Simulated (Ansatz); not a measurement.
# CH3F2 with multiplicity 2: reaction (H-abstraction), part 1 of 3

Wanted: the energy profile along the reaction (H-abstraction), from relaxed end points and a band of images. Meant to form: H1–H5; to break: C2–H1. The start is a guess near the saddle point, from which both ends are pulled out.

Program: Ansatz 0.2.0. Level of theory: UKS B3LYP/def2-SVP. These are calculated values, not measurements.

## (1) The starting structure

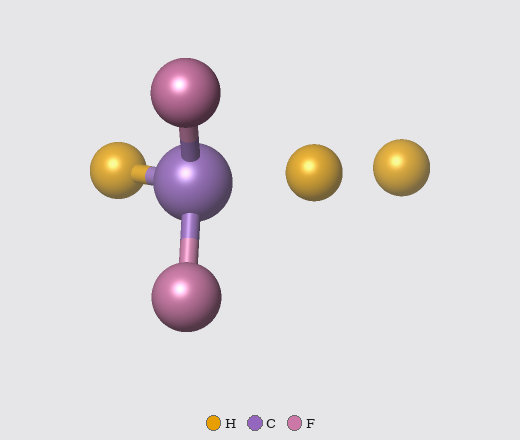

The starting structure, seen from a chosen angle (hydrogen amber, carbon purple, fluorine pink).

As a file:

```xyz
6

H     0.8854   -0.3789    0.1019
C    -0.3745    0.1809   -0.1413
F    -1.2789   -0.7209    0.2636
F    -0.4672    1.2728    0.6285
H     1.7438   -0.7817    0.3446
H    -0.5087    0.4278   -1.1973
```

## (2) Pulling towards end A

Springs on the bonds that form and break draw the guess towards this end; the thresholds are loose.

input.yaml

```yaml
crystal:
  periodic: [false, false, false]
  atoms:
    - { symbol: H, position_ang: [0.8854, -0.3789, 0.1019] }
    - { symbol: C, position_ang: [-0.3745, 0.1809, -0.1413] }
    - { symbol: F, position_ang: [-1.2789, -0.7209, 0.2636] }
    - { symbol: F, position_ang: [-0.4672, 1.2728, 0.6285] }
    - { symbol: H, position_ang: [1.7438, -0.7817, 0.3446] }
    - { symbol: H, position_ang: [-0.5087, 0.4278, -1.1973] }
magnetization:
  spin_polarized: true
  initial_magnetization: 1
basis:
  gaussian: { orbitals: def2-SVP }
hamiltonian:
  xc: b3lyp
relax:
  f_tol: 0.15
  max_steps: 25
  restrain:
    - { distance: [0, 4], at: 1.92, k: 30.0 }
    - { distance: [1, 0], at: 1.07, k: 30.0 }
```

Run with:

```sh
> ansatz run input.yaml --threads 1 --pin off --max-ram 2048MiB --backend cpu --events-out ev --progress --plain --runs-dir out
```

The log of the run:

```text
Warning: RAYON_NUM_THREADS=1 ignored (pool sized by the plan → 1); use --threads N
The last accepted step is kept in <dir> (removed where the run ends without a failure and the disk answers)
Engine: ansatz 0.2.0, x86_64-unknown-linux-gnu
Functional definition: B3LYP
  parameter a0 = 0.2
  parameter ax = 0.72
  parameter ac = 0.81
  exchange = (1 - a0 - ax)*slater_x + ax*b88_x + a0*exact_x
  correlation = (1 - ac)*vwn_rpa_c + ac*lyp_c
609 factors; integrals over basis functions are off by at most 4.3e-4 eV
mean field evaluation 1: about -6510.4180 eV, gradient 1.7e1 eV
mean field evaluation 2: about -6510.2248 eV, gradient 2.0e1 eV
mean field evaluation 4: about -6511.3504 eV, gradient 7.6e-1 eV
mean field evaluation 8: about -6511.3725 eV, gradient 1.2e-2 eV
mean field -6511.37255086 eV, -239.2885276772 hartree, gradient 7.0e-5 eV, S^2 0.758762; 0 other end points of the search recorded, 0 dependent functions left out
the calculation of the forces begins
reference -6511.37271606 eV, -239.2885337483 hartree; 14, 13 occupied and 43, 44 virtual orbitals, 609 factors
relax step   1: F+E_penalty+E_count = -6511.37255086 eV  Δ(F+E_penalty+E_count) = +0.000e0 eV  max|allowed force component| = 8.812e-1 eV/Å  E_restraint = 14.92159176 eV  max|allowed force component, restraints' pulls added| = 3.356e1 eV/Å  Δτ_max = 0.0000 Å  (25 SCF iters, accepted)
  distance H 0 - H 4 = 0.9788 Å
  distance C 1 - H 0 = 1.4000 Å
these checks for a lower state are left out or cut short: starts, cluster_reference, orbital_swaps, neighbouring_geometries, increment
611 factors; integrals over basis functions are off by at most 1.0e-3 eV
mean field evaluation 16: about -6510.7029 eV, gradient 7.4e0 eV
mean field -6511.50204191 eV, -239.2932863856 hartree, gradient 8.5e-5 eV, S^2 0.754004; 0 other end points of the search recorded, 0 dependent functions left out
the calculation of the forces begins
reference -6511.50221411 eV, -239.2932927139 hartree; 14, 13 occupied and 43, 44 virtual orbitals, 611 factors
relax step   2: F+E_penalty+E_count = -6511.50204191 eV  Δ(F+E_penalty+E_count) = -1.295e-1 eV  max|allowed force component| = 1.369e0 eV/Å  E_restraint = 5.02879751 eV  max|allowed force component, restraints' pulls added| = 1.935e1 eV/Å  Δτ_max = 0.1950 Å  (31 SCF iters, accepted)
  distance H 0 - H 4 = 1.3554 Å
  distance C 1 - H 0 = 1.1984 Å
these checks for a lower state are left out or cut short: starts, cluster_reference, orbital_swaps, neighbouring_geometries, increment
609 factors; integrals over basis functions are off by at most 8.2e-4 eV
mean field -6511.41530817 eV, -239.2900989794 hartree, gradient 7.4e-5 eV, S^2 0.750680; 0 other end points of the search recorded, 0 dependent functions left out
the calculation of the forces begins
reference -6511.41548157 eV, -239.2901053517 hartree; 14, 13 occupied and 43, 44 virtual orbitals, 609 factors
relax step   3: F+E_penalty+E_count = -6511.41530817 eV  Δ(F+E_penalty+E_count) = +8.673e-2 eV  max|allowed force component| = 3.675e0 eV/Å  E_restraint = 0.59069101 eV  max|allowed force component, restraints' pulls added| = 5.194e0 eV/Å  Δτ_max = 0.1949 Å  (30 SCF iters, accepted)
  distance H 0 - H 4 = 1.7302 Å
  distance C 1 - H 0 = 1.0122 Å
these checks for a lower state are left out or cut short: starts, cluster_reference, orbital_swaps, neighbouring_geometries, increment
609 factors; integrals over basis functions are off by at most 5.0e-4 eV
mean field evaluation 32: about -6511.6258 eV, gradient 7.0e-5 eV
mean field -6511.62578628 eV, -239.2978339073 hartree, gradient 7.0e-5 eV, S^2 0.750547; 0 other end points of the search recorded, 0 dependent functions left out
the calculation of the forces begins
reference -6511.62596340 eV, -239.2978404164 hartree; 14, 13 occupied and 43, 44 virtual orbitals, 609 factors
relax step   4: F+E_penalty+E_count = -6511.62578628 eV  Δ(F+E_penalty+E_count) = -2.105e-1 eV  max|allowed force component| = 5.332e-1 eV/Å  E_restraint = 0.00934458 eV  max|allowed force component, restraints' pulls added| = 4.411e-1 eV/Å  Δτ_max = 0.1964 Å  (26 SCF iters, accepted)
  distance H 0 - H 4 = 1.9068 Å
  distance C 1 - H 0 = 1.0912 Å
these checks for a lower state are left out or cut short: starts, cluster_reference, orbital_swaps, neighbouring_geometries, increment
609 factors; integrals over basis functions are off by at most 5.0e-4 eV
mean field -6511.62629875 eV, -239.2978527402 hartree, gradient 8.6e-5 eV, S^2 0.750482; 0 other end points of the search recorded, 0 dependent functions left out
the calculation of the forces begins
reference -6511.62647536 eV, -239.2978592305 hartree; 14, 13 occupied and 43, 44 virtual orbitals, 609 factors
relax step   5: F+E_penalty+E_count = -6511.62629875 eV  Δ(F+E_penalty+E_count) = -5.125e-4 eV  max|allowed force component| = 1.014e0 eV/Å  E_restraint = 0.00635527 eV  max|allowed force component, restraints' pulls added| = 4.613e-1 eV/Å  Δτ_max = 0.0405 Å  (24 SCF iters, accepted)
  distance H 0 - H 4 = 1.9226 Å
  distance C 1 - H 0 = 1.0904 Å
these checks for a lower state are left out or cut short: starts, cluster_reference, orbital_swaps, neighbouring_geometries, increment
609 factors; integrals over basis functions are off by at most 4.8e-4 eV
mean field -6511.63179328 eV, -239.2980546606 hartree, gradient 7.3e-5 eV, S^2 0.750500; 0 other end points of the search recorded, 0 dependent functions left out
the calculation of the forces begins
reference -6511.63197006 eV, -239.2980611570 hartree; 14, 13 occupied and 43, 44 virtual orbitals, 609 factors
relax step   6: F+E_penalty+E_count = -6511.63179328 eV  Δ(F+E_penalty+E_count) = -5.495e-3 eV  max|allowed force component| = 5.994e-1 eV/Å  E_restraint = 0.00648758 eV  max|allowed force component, restraints' pulls added| = 3.767e-2 eV/Å  Δτ_max = 0.0171 Å  (25 SCF iters, accepted)
  distance H 0 - H 4 = 1.9224 Å
  distance C 1 - H 0 = 1.0907 Å
609 factors; integrals over basis functions are off by at most 4.8e-4 eV
mean field -6511.63179328 eV, -239.2980546606 hartree, gradient 7.3e-5 eV, S^2 0.750500; 1 other end points of the search recorded, 0 dependent functions left out
the calculation of the forces begins
reference -6511.63197006 eV, -239.2980611570 hartree; 14, 13 occupied and 43, 44 virtual orbitals, 609 factors
Total energy: -6511.63197006 eV, -239.2980611570 hartree
Atom 0 at     0.580722    -0.237101     0.016993 Å, force     0.506653    -0.219232     0.071276 eV/Å
Atom 1 at    -0.408014     0.194723    -0.142563 Å, force    -0.599421     0.257098    -0.073296 eV/Å
Atom 2 at    -1.345149    -0.702250     0.242090 Å, force     0.014966     0.014535    -0.005804 eV/Å
Atom 3 at    -0.524734     1.312629     0.610670 Å, force     0.001575    -0.017726    -0.011957 eV/Å
Atom 4 at     2.273096    -1.025074     0.475986 Å, force     0.071387    -0.032911     0.018539 eV/Å
Atom 5 at    -0.576020     0.457073    -1.203175 Å, force     0.004840    -0.001764     0.001242 eV/Å
Dipole moment:     0.252556    -0.053700    -0.269004 e Å
```

Run time: 7 s. Hardware: 1 thread of Intel Xeon 6975P-C (Granite Rapids), shared host; peak memory 0.14 GiB.

The steps of the relaxation:

```csv
step,energy from step 1 (eV),largest force component (eV/Å)
1,0.0000,0.8812
2,-0.1295,1.3687
3,-0.0428,3.6746
4,-0.2532,0.5332
5,-0.2537,1.0145
6,-0.2592,0.5994
```

Step 1 is the start. Energies and forces in the table leave out the springs, which the log lists apart; the run stops on the force with the springs' pull added.

After: Bond lengths: H1–C2 1.091 Å, C2–F3 1.353 Å, C2–F4 1.353 Å, C2–H6 1.105 Å. Angles: H1–C2–F3 108.9°, H1–C2–F4 108.9°, H1–C2–H6 111.8°, F3–C2–F4 109.3°, F3–C2–H6 109.0°, F4–C2–H6 109.0°.

Pairs that crossed the distance rule for bonds on the way: came closer H1–C2.

## (3) Relaxing end A

It starts where the restrained run ended.

input.yaml

```yaml
crystal:
  periodic: [false, false, false]
  atoms:
    - { symbol: H, position_ang: [0.580722, -0.237101, 0.016993] }
    - { symbol: C, position_ang: [-0.408014, 0.194723, -0.142563] }
    - { symbol: F, position_ang: [-1.345149, -0.70225, 0.24209] }
    - { symbol: F, position_ang: [-0.524734, 1.312629, 0.61067] }
    - { symbol: H, position_ang: [2.273096, -1.025074, 0.475986] }
    - { symbol: H, position_ang: [-0.57602, 0.457073, -1.203175] }
magnetization:
  spin_polarized: true
  initial_magnetization: 1
basis:
  gaussian: { orbitals: def2-SVP }
hamiltonian:
  xc: b3lyp
relax:
  f_tol: 0.03
  max_steps: 50
```

Run with:

```sh
> ansatz run input.yaml --threads 1 --pin off --max-ram 2048MiB --backend cpu --events-out ev --progress --plain --runs-dir out
```

The log of the run, cut to the lines that bear on the results:

```text
Warning: RAYON_NUM_THREADS=1 ignored (pool sized by the plan → 1); use --threads N
[...]
[... 1 set-up line as earlier in the session ...]
[...]
606 factors; integrals over basis functions are off by at most 4.8e-4 eV
[...]
mean field -6511.63181058 eV, -239.2980552963 hartree, gradient 2.9e-5 eV, S^2 0.750500; 0 other end points of the search recorded, 0 dependent functions left out
[...]
reference -6511.63198594 eV, -239.2980617404 hartree; 14, 13 occupied and 43, 44 virtual orbitals, 606 factors
[...]
Atom 1 at    -0.516644     0.243243    -0.164330 Å, force    -0.013114     0.007425    -0.011584 eV/Å
Atom 2 at    -1.455499    -0.651422     0.218525 Å, force     0.001545    -0.011332     0.006506 eV/Å
Atom 3 at    -0.634308     1.361240     0.587127 Å, force     0.008043     0.004496     0.009364 eV/Å
Atom 4 at     2.804704    -1.263536     0.586506 Å, force    -0.000234     0.000163    -0.000316 eV/Å
Atom 5 at    -0.683937     0.505703    -1.224761 Å, force     0.011382    -0.003755    -0.004615 eV/Å
Dipole moment:     0.261418    -0.057818    -0.267079 e Å
```

Wall time 8.7 s (1 thread of Intel Xeon 6975P-C (Granite Rapids), shared host); peak memory 0.14 GiB.

Step by step:

```csv
step,energy from step 1 (eV),largest force component (eV/Å)
1,0.0000,0.5994
2,-0.0076,0.1816
3,-0.0131,0.1031
4,-0.0191,0.0725
5,-0.0208,0.0115
6,-0.0221,0.0299
7,-0.0223,0.0127
8,-0.0223,0.0131
```

Step 1 is the start.

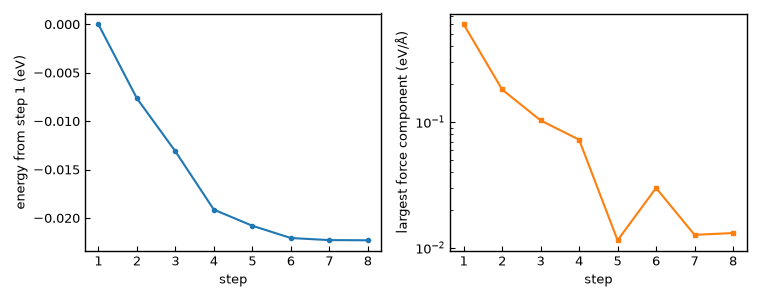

How energy and force went from step to step.

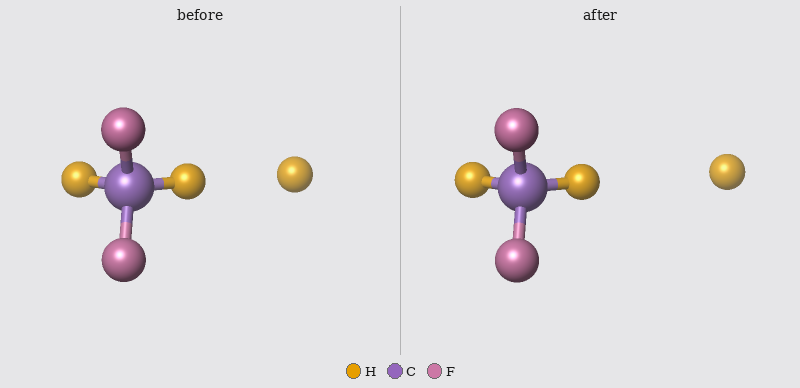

The structure before (left) and after (right), drawn at the same scale.

After: Bond lengths: H1–C2 1.106 Å, C2–F3 1.352 Å, C2–F4 1.352 Å, C2–H6 1.105 Å. Angles: H1–C2–F3 109.0°, H1–C2–F4 109.0°, H1–C2–H6 111.8°, F3–C2–F4 109.2°, F3–C2–H6 108.9°, F4–C2–H6 108.9°.

## (4) A restrained relaxation towards end B

Springs on the bonds that form and break draw the guess towards this end; the thresholds are loose.

input.yaml

```yaml
crystal:
  periodic: [false, false, false]
  atoms:
    - { symbol: H, position_ang: [0.8854, -0.3789, 0.1019] }
    - { symbol: C, position_ang: [-0.3745, 0.1809, -0.1413] }
    - { symbol: F, position_ang: [-1.2789, -0.7209, 0.2636] }
    - { symbol: F, position_ang: [-0.4672, 1.2728, 0.6285] }
    - { symbol: H, position_ang: [1.7438, -0.7817, 0.3446] }
    - { symbol: H, position_ang: [-0.5087, 0.4278, -1.1973] }
magnetization:
  spin_polarized: true
  initial_magnetization: 1
basis:
  gaussian: { orbitals: def2-SVP }
hamiltonian:
  xc: b3lyp
relax:
  f_tol: 0.15
  max_steps: 25
  restrain:
    - { distance: [0, 4], at: 0.62, k: 30.0 }
    - { distance: [1, 0], at: 2.37, k: 30.0 }
```

Run with:

```sh
> ansatz run input.yaml --threads 1 --pin off --max-ram 2048MiB --backend cpu --events-out ev --progress --plain --runs-dir out
```

The log of the run:

```text
Warning: RAYON_NUM_THREADS=1 ignored (pool sized by the plan → 1); use --threads N
[... 8 set-up lines as earlier in the session ...]
609 factors; integrals over basis functions are off by at most 4.3e-4 eV
mean field evaluation 1: about -6510.4180 eV, gradient 1.7e1 eV
mean field evaluation 2: about -6510.2248 eV, gradient 2.0e1 eV
mean field evaluation 4: about -6511.3504 eV, gradient 7.6e-1 eV
mean field evaluation 8: about -6511.3725 eV, gradient 1.2e-2 eV
mean field -6511.37255086 eV, -239.2885276772 hartree, gradient 7.0e-5 eV, S^2 0.758762; 0 other end points of the search recorded, 0 dependent functions left out
the calculation of the forces begins
reference -6511.37271606 eV, -239.2885337483 hartree; 14, 13 occupied and 43, 44 virtual orbitals, 609 factors
relax step   1: F+E_penalty+E_count = -6511.37255086 eV  Δ(F+E_penalty+E_count) = +0.000e0 eV  max|allowed force component| = 8.812e-1 eV/Å  E_restraint = 16.04564716 eV  max|allowed force component, restraints' pulls added| = 3.574e1 eV/Å  Δτ_max = 0.0000 Å  (25 SCF iters, accepted)
  distance H 0 - H 4 = 0.9788 Å
  distance C 1 - H 0 = 1.4000 Å
these checks for a lower state are left out or cut short: starts, cluster_reference, orbital_swaps, neighbouring_geometries, increment
609 factors; integrals over basis functions are off by at most 3.1e-4 eV
mean field evaluation 16: about -6510.4099 eV, gradient 9.8e0 eV
mean field -6511.49070715 eV, -239.2928698407 hartree, gradient 1.9e-5 eV, S^2 0.753718; 0 other end points of the search recorded, 0 dependent functions left out
the calculation of the forces begins
reference -6511.49085791 eV, -239.2928753812 hartree; 14, 13 occupied and 43, 44 virtual orbitals, 609 factors
relax step   2: F+E_penalty+E_count = -6511.49070715 eV  Δ(F+E_penalty+E_count) = -1.182e-1 eV  max|allowed force component| = 1.256e0 eV/Å  E_restraint = 6.54309146 eV  max|allowed force component, restraints' pulls added| = 2.046e1 eV/Å  Δτ_max = 0.1948 Å  (34 SCF iters, accepted)
  distance H 0 - H 4 = 0.7545 Å
  distance C 1 - H 0 = 1.7234 Å
these checks for a lower state are left out or cut short: starts, cluster_reference, orbital_swaps, neighbouring_geometries, increment
609 factors; integrals over basis functions are off by at most 3.8e-4 eV
mean field -6511.04242533 eV, -239.2763957878 hartree, gradient 9.4e-6 eV, S^2 0.753413; 0 other end points of the search recorded, 0 dependent functions left out
the calculation of the forces begins
reference -6511.04257374 eV, -239.2764012416 hartree; 14, 13 occupied and 43, 44 virtual orbitals, 609 factors
relax step   3: F+E_penalty+E_count = -6511.04242533 eV  Δ(F+E_penalty+E_count) = +4.483e-1 eV  max|allowed force component| = 6.564e0 eV/Å  E_restraint = 0.99562361 eV  max|allowed force component, restraints' pulls added| = 6.366e0 eV/Å  Δτ_max = 0.1948 Å  (34 SCF iters, accepted)
  distance H 0 - H 4 = 0.6276 Å
  distance C 1 - H 0 = 2.1125 Å
these checks for a lower state are left out or cut short: starts, cluster_reference, orbital_swaps, neighbouring_geometries, increment
609 factors; integrals over basis functions are off by at most 4.3e-4 eV
mean field evaluation 32: about -6511.3822 eV, gradient 3.0e0 eV
mean field -6511.46329036 eV, -239.2918622923 hartree, gradient 1.8e-5 eV, S^2 0.753676; 0 other end points of the search recorded, 0 dependent functions left out
the calculation of the forces begins
reference -6511.46344622 eV, -239.2918680201 hartree; 14, 13 occupied and 43, 44 virtual orbitals, 609 factors
relax step   4: F+E_penalty+E_count = -6511.46329036 eV  Δ(F+E_penalty+E_count) = -4.209e-1 eV  max|allowed force component| = 2.219e0 eV/Å  E_restraint = 0.11376364 eV  max|allowed force component, restraints' pulls added| = 8.158e-1 eV/Å  Δτ_max = 0.1977 Å  (30 SCF iters, accepted)
  distance H 0 - H 4 = 0.7017 Å
  distance C 1 - H 0 = 2.3397 Å
these checks for a lower state are left out or cut short: starts, cluster_reference, orbital_swaps, neighbouring_geometries, increment
609 factors; integrals over basis functions are off by at most 4.3e-4 eV
mean field -6511.64268061 eV, -239.2984547624 hartree, gradient 1.5e-5 eV, S^2 0.751951; 0 other end points of the search recorded, 0 dependent functions left out
the calculation of the forces begins
reference -6511.64283393 eV, -239.2984603969 hartree; 14, 13 occupied and 43, 44 virtual orbitals, 609 factors
relax step   5: F+E_penalty+E_count = -6511.64268061 eV  Δ(F+E_penalty+E_count) = -1.794e-1 eV  max|allowed force component| = 2.022e0 eV/Å  E_restraint = 0.14809524 eV  max|allowed force component, restraints' pulls added| = 2.470e0 eV/Å  Δτ_max = 0.1938 Å  (32 SCF iters, accepted)
  distance H 0 - H 4 = 0.7180 Å
  distance C 1 - H 0 = 2.3536 Å
these checks for a lower state are left out or cut short: starts, cluster_reference, orbital_swaps, neighbouring_geometries, increment
609 factors; integrals over basis functions are off by at most 3.4e-4 eV
mean field -6511.69736488 eV, -239.3004643723 hartree, gradient 8.6e-6 eV, S^2 0.752098; 0 other end points of the search recorded, 0 dependent functions left out
the calculation of the forces begins
reference -6511.69751816 eV, -239.3004700054 hartree; 14, 13 occupied and 43, 44 virtual orbitals, 609 factors
relax step   6: F+E_penalty+E_count = -6511.69736488 eV  Δ(F+E_penalty+E_count) = -5.468e-2 eV  max|allowed force component| = 1.794e0 eV/Å  E_restraint = 0.11420047 eV  max|allowed force component, restraints' pulls added| = 1.036e0 eV/Å  Δτ_max = 0.0625 Å  (29 SCF iters, accepted)
  distance H 0 - H 4 = 0.7068 Å
  distance C 1 - H 0 = 2.3793 Å
these checks for a lower state are left out or cut short: starts, cluster_reference, orbital_swaps, neighbouring_geometries, increment
609 factors; integrals over basis functions are off by at most 3.7e-4 eV
mean field -6511.70347704 eV, -239.3006889900 hartree, gradient 2.2e-5 eV, S^2 0.752021; 0 other end points of the search recorded, 0 dependent functions left out
the calculation of the forces begins
reference -6511.70363075 eV, -239.3006946388 hartree; 14, 13 occupied and 43, 44 virtual orbitals, 609 factors
relax step   7: F+E_penalty+E_count = -6511.70347704 eV  Δ(F+E_penalty+E_count) = -6.112e-3 eV  max|allowed force component| = 2.213e0 eV/Å  E_restraint = 0.10412668 eV  max|allowed force component, restraints' pulls added| = 9.259e-2 eV/Å  Δτ_max = 0.0898 Å  (30 SCF iters, accepted)
  distance H 0 - H 4 = 0.7032 Å
  distance C 1 - H 0 = 2.3752 Å
609 factors; integrals over basis functions are off by at most 3.7e-4 eV
mean field evaluation 64: about -6510.6845 eV, gradient 1.9e1 eV
mean field -6511.70347704 eV, -239.3006889900 hartree, gradient 2.2e-5 eV, S^2 0.752021; 1 other end points of the search recorded, 0 dependent functions left out
the calculation of the forces begins
reference -6511.70363075 eV, -239.3006946388 hartree; 14, 13 occupied and 43, 44 virtual orbitals, 609 factors
Total energy: -6511.70363075 eV, -239.3006946388 hartree
Atom 0 at     1.481461    -0.642557     0.208562 Å, force    -2.066122     1.021069    -0.795173 eV/Å
Atom 1 at    -0.655910     0.307961    -0.203187 Å, force    -0.157083     0.062901    -0.015929 eV/Å
Atom 2 at    -1.469106    -0.640473     0.233420 Å, force    -0.015977    -0.040207    -0.012737 eV/Å
Atom 3 at    -0.658690     1.360506     0.599009 Å, force     0.016544     0.043096    -0.001186 eV/Å
Atom 4 at     2.079110    -0.936874     0.433559 Å, force     2.212980    -1.086295     0.820516 eV/Å
Atom 5 at    -0.776965     0.551438    -1.271363 Å, force     0.009658    -0.000564     0.004509 eV/Å
Dipole moment:    -0.006501     0.051490    -0.266272 e Å
```

Run time: 9.4 s. Hardware: 1 thread of Intel Xeon 6975P-C (Granite Rapids), shared host; peak memory 0.14 GiB.

The steps of the relaxation:

```csv
step,energy from step 1 (eV),largest force component (eV/Å)
1,0.0000,0.8812
2,-0.1182,1.2562
3,0.3301,6.5636
4,-0.0907,2.2188
5,-0.2701,2.0224
6,-0.3248,1.7935
7,-0.3309,2.2130
```

Step 1 is the start. Energies and forces in the table leave out the springs, which the log lists apart; the run stops on the force with the springs' pull added.

After: Bond lengths: C2–F3 1.323 Å, C2–F4 1.323 Å, H1–H5 0.703 Å, C2–H6 1.102 Å. Angles: F3–C2–F4 111.6°, F3–C2–H6 114.2°, F4–C2–H6 114.3°.

Pairs that crossed the distance rule for bonds on the way: came closer H1–H5.

(Continued in part 2 of 3.)
